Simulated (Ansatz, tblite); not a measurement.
# [(RSn)12O14(OH)6]2+, R = H (Sn12H18O20 (+2)): spin states and exact exchange

Aim: set other spin states of [(RSn)12O14(OH)6]2+, R = H (Sn12H18O20 (+2)) against its singlet, on many levels of theory.

Computed with Ansatz 0.2.0, Gaussian basis. Level: as each input shows.

Plan: triplet, at the geometry of the singlet (GFN1-xTB, GFN2-xTB, PBE0-D4/def2-SVP, PBE-D4/def2-SVP); the singlet's energies come from earlier runs.

4 further runs of the same task are left out: 1 for a known fault of the program, 1 that didn't finish, 2 set aside as unsound or not needed.

## (1) The relaxed structure

The geometry is that of the singlet, from an earlier relaxation (r2SCAN-D4/def2-SVP).

50 atoms, charge 2, spin multiplicity 1.

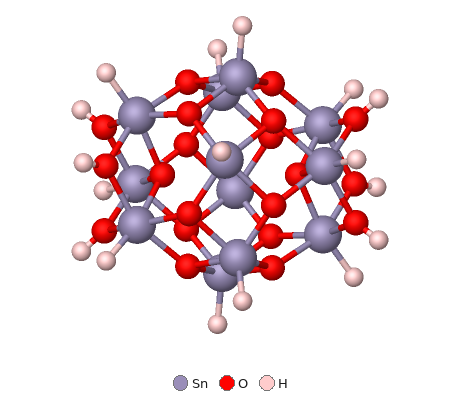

The geometry (tin purple, oxygen red, hydrogen pink).

Sn takes a core potential in the def2 sets. No spin-orbit coupling is included. The ion is computed in the gas phase, without counter-ions or solvent.

## (2) Triplet at the fixed geometry, GFN1-xTB

Tight binding, by tblite at 300 K electronic temperature and without a spin-polarisation term:

```python
tblite.interface.Calculator('GFN1-xTB', numbers, positions, charge=2, uhf=2).singlepoint()
```

Energy -3620.9736 eV; 0.66 s.

## (3) Triplet at the fixed geometry, GFN2-xTB

Tight binding, by tblite at 300 K electronic temperature and without a spin-polarisation term:

```python
tblite.interface.Calculator('GFN2-xTB', numbers, positions, charge=2, uhf=2).singlepoint()
```

Energy -3121.1747 eV; 0.56 s.

## (4) Triplet at the fixed geometry, PBE0-D4/def2-SVP

Contents of in.yaml:

```yaml
crystal:
  periodic: [false, false, false]
  atoms:
    - {symbol: Sn, position_ang: [0.178868, 1.867830, 2.915060]}
    - {symbol: Sn, position_ang: [1.869203, 2.913950, 0.179293]}
    - {symbol: Sn, position_ang: [2.914382, 0.177418, 1.868894]}
    - {symbol: Sn, position_ang: [0.231574, 1.962746, -2.565931]}
    - {symbol: Sn, position_ang: [1.961941, -2.566884, 0.230588]}
    - {symbol: Sn, position_ang: [-2.566483, 0.231375, 1.962359]}
    - {symbol: Sn, position_ang: [-0.231577, -1.962770, 2.566016]}
    - {symbol: Sn, position_ang: [-1.961981, 2.566900, -0.230549]}
    - {symbol: Sn, position_ang: [2.566499, -0.231397, -1.962346]}
    - {symbol: Sn, position_ang: [-0.178893, -1.867855, -2.914934]}
    - {symbol: Sn, position_ang: [-1.869203, -2.913992, -0.179206]}
    - {symbol: Sn, position_ang: [-2.914392, -0.177469, -1.868823]}
    - {symbol: O, position_ang: [1.196387, 1.195597, 1.196620]}
    - {symbol: O, position_ang: [-0.768199, -0.031899, 3.037296]}
    - {symbol: O, position_ang: [-1.575273, 2.081402, 1.732329]}
    - {symbol: O, position_ang: [-0.030844, 3.037101, -0.767290]}
    - {symbol: O, position_ang: [2.081849, 1.731723, -1.575254]}
    - {symbol: O, position_ang: [1.731671, -1.576686, 2.081299]}
    - {symbol: O, position_ang: [3.036960, -0.768651, -0.031485]}
    - {symbol: O, position_ang: [-1.731707, 1.576659, -2.081286]}
    - {symbol: O, position_ang: [0.768157, 0.031871, -3.037276]}
    - {symbol: O, position_ang: [0.030820, -3.037094, 0.767353]}
    - {symbol: O, position_ang: [1.575280, -2.081352, -1.732288]}
    - {symbol: O, position_ang: [-2.081833, -1.731725, 1.575287]}
    - {symbol: O, position_ang: [-3.036906, 0.768672, 0.031508]}
    - {symbol: O, position_ang: [-1.196406, -1.195621, -1.196564]}
    - {symbol: O, position_ang: [1.019975, 3.612165, 2.011624]}
    - {symbol: O, position_ang: [2.010664, 1.017630, 3.613420]}
    - {symbol: O, position_ang: [3.613162, 2.009815, 1.020168]}
    - {symbol: O, position_ang: [-1.019684, -3.612195, -2.011310]}
    - {symbol: O, position_ang: [-2.010801, -1.017910, -3.613306]}
    - {symbol: O, position_ang: [-3.613171, -2.009672, -1.019745]}
    - {symbol: H, position_ang: [0.988019, 4.523120, 2.340186]}
    - {symbol: H, position_ang: [2.338609, 0.984442, 4.524552]}
    - {symbol: H, position_ang: [4.524669, 2.336524, 0.985395]}
    - {symbol: H, position_ang: [-0.986971, -4.523248, -2.339492]}
    - {symbol: H, position_ang: [-2.337861, -0.983070, -4.524688]}
    - {symbol: H, position_ang: [-4.524631, -2.336547, -0.985444]}
    - {symbol: H, position_ang: [-0.333545, 2.573665, 4.374661]}
    - {symbol: H, position_ang: [2.575166, 4.373630, -0.332692]}
    - {symbol: H, position_ang: [4.374077, -0.335012, 2.574529]}
    - {symbol: H, position_ang: [0.344797, 2.979997, -3.913587]}
    - {symbol: H, position_ang: [2.978541, -3.915076, 0.343246]}
    - {symbol: H, position_ang: [-3.914476, 0.344344, 2.979201]}
    - {symbol: H, position_ang: [-0.344929, -2.980162, 3.913534]}
    - {symbol: H, position_ang: [-2.978679, 3.914978, -0.343378]}
    - {symbol: H, position_ang: [3.914376, -0.344331, -2.979323]}
    - {symbol: H, position_ang: [0.332511, -2.573555, -4.374926]}
    - {symbol: H, position_ang: [-2.575741, -4.373738, 0.331761]}
    - {symbol: H, position_ang: [-4.373991, 0.334335, -2.575044]}
basis:
  gaussian: {orbitals: def2-SVP, fitting: {mean_field: def2-universal-jkfit}}
total_charge: 2
magnetization: {spin_polarized: true, initial_magnetization: 2}
hamiltonian: {xc: pbe0, dispersion: d4}
scf: {omitted_lower_state_checks: [starts]}
output: {orbitals: {seedname: orbitals}}
```

The run is started by

```sh
$ ansatz run in.yaml --threads 4 --pin off --events-out ev --progress --plain --max-ram 46080MiB --backend cuda --devices 0, --max-vram 37GiB
```

The program printed:

```text
Functional definition: PBE0
  name "PBE0"
  cite "Adamo & Barone, J. Chem. Phys. 110, 6158 (1999) doi:10.1063/1.478522"
  cite "Perdew, Burke & Ernzerhof, Phys. Rev. Lett. 77, 3865 (1996) doi:10.1103/PhysRevLett.77.3865"
  parent pbe
  parameter a = 0.25
  parameter kappa = 0.804
  parameter beta = 0.06672455060314922
  exchange = (1 - a)*pbe_x(kappa = kappa, mu = beta*pi^2/3) + a*exact_x
  correlation = pbe_c(beta = beta)
these checks for a lower state are left out or cut short: starts
4480 factors; integrals over basis functions are off by at most 2.8e-1 eV
mean field evaluation 1: about -111036.8060 eV, gradient 1.7e2 eV
mean field evaluation 2: about -110538.3566 eV, gradient 3.8e2 eV
mean field evaluation 4: about -111123.4102 eV, gradient 6.3e1 eV
mean field evaluation 8: about -111140.2644 eV, gradient 3.8e0 eV
mean field evaluation 16: about -111140.3259 eV, gradient 3.2e-2 eV
mean field evaluation 32: about -111140.3260 eV, gradient 2.6e-2 eV
mean field -111140.32604357 eV, -4084.3316484826 hartree, gradient 9.0e-6 eV, S^2 2.008351; 0 other end points of the search recorded, 0 dependent functions left out
reference -111140.32612281 eV, -4084.3316513944 hartree; 221, 219 occupied and 461, 463 virtual orbitals, 4480 factors
Total energy: -111144.04701656 eV, -4084.4683917179 hartree
Checks for a lower state left out: starts
```

It took 41 s on 1 × H100 (card shared with other runs) with 4 threads of AMD EPYC 7R13, shared host; peak host memory 1.5 GiB.

Report: HOMO -8.18 eV, LUMO -12.68 eV (over both spins; with the spin held, an empty level of the minority spin lies below the top filled one); ⟨S²⟩ 2.008 (pure: 2.00).

## (5) Triplet at the fixed geometry, PBE-D4/def2-SVP

start.molden holds the orbitals of an earlier run on this state, given as this run's starting guess.

in.yaml, as its differences from that of step 4:

```diff
@@ -54,6 +54,6 @@
 basis:
-  gaussian: {orbitals: def2-SVP, fitting: {mean_field: def2-universal-jkfit}}
+  gaussian: {orbitals: def2-SVP, fitting: {mean_field: def2-universal-jkfit}, initial_orbitals: start.molden}
 total_charge: 2
 magnetization: {spin_polarized: true, initial_magnetization: 2}
-hamiltonian: {xc: pbe0, dispersion: d4}
+hamiltonian: {xc: pbe, dispersion: d4}
 scf: {omitted_lower_state_checks: [starts]}
```

Launched as before.

The program printed:

```text
Functional definition: PBE
  name "PBE"
  cite "Perdew, Burke & Ernzerhof, Phys. Rev. Lett. 77, 3865 (1996) doi:10.1103/PhysRevLett.77.3865"
  parent pbe
  parameter kappa = 0.804
  parameter beta = 0.06672455060314922
  exchange = pbe_x(kappa = kappa, mu = beta*pi^2/3)
  correlation = pbe_c(beta = beta)
these checks for a lower state are left out or cut short: starts
4480 factors; integrals over basis functions are off by at most 2.8e-1 eV
mean field evaluation 1: about -111138.2949 eV, gradient 1.3e1 eV
mean field evaluation 2: about -111139.3925 eV, gradient 1.0e0 eV
mean field evaluation 4: about -111139.3946 eV, gradient 1.6e-1 eV
mean field evaluation 8: about -111139.4051 eV, gradient 1.4e-1 eV
mean field evaluation 16: about -111139.4077 eV, gradient 2.6e-5 eV
mean field -111139.40774011 eV, -4084.2979014528 hartree, gradient 2.9e-6 eV, S^2 2.002670; 0 other end points of the search recorded, 0 dependent functions left out
reference -111139.40784516 eV, -4084.2979053132 hartree; 221, 219 occupied and 461, 463 virtual orbitals, 4480 factors
Total energy: -111143.52558556 eV, -4084.4492294818 hartree
Checks for a lower state left out: starts
```

Wall time 28 s (1 × H100 (card shared with other runs) with 4 threads of AMD EPYC 7R13, shared host); peak host memory 1.5 GiB.

From the report: HOMO -8.17 eV, LUMO -12.22 eV (over both spins; with the spin held, an empty level of the minority spin lies below the top filled one); ⟨S²⟩ 2.003 (pure: 2.00).

## (6) Triplet less singlet, vertical

The singlet's energies are those of its earlier runs, whose logs aren't repeated here.

| level | triplet less singlet, vertical (eV) | time |
| --- | --- | --- |
| GFN1-xTB | +3.305 | 1 s |
| GFN2-xTB | +2.756 | 0.94 s |
| PBE-D4/def2-SVP | +4.058 | 36 s |
| PBE0-D4/def2-SVP | +5.383 | 47 s |

Times add the two runs; a level without a time comes out of a correlated run. Tight binding without a spin term can't rank spin states.

## (7) Summary of results

| quantity | value |
| --- | --- |
| triplet less singlet, vertical, functionals in def2-SVP | +4.058 (PBE-D4) to +5.383 eV (PBE0-D4) |

What this shows: All functionals put the triplet above the singlet, over a spread of 1.325 eV. The checks for a lower triplet were left out, so another state of that spin may lie lower. These are electronic energies, without zero-point motion, entropy or surroundings.
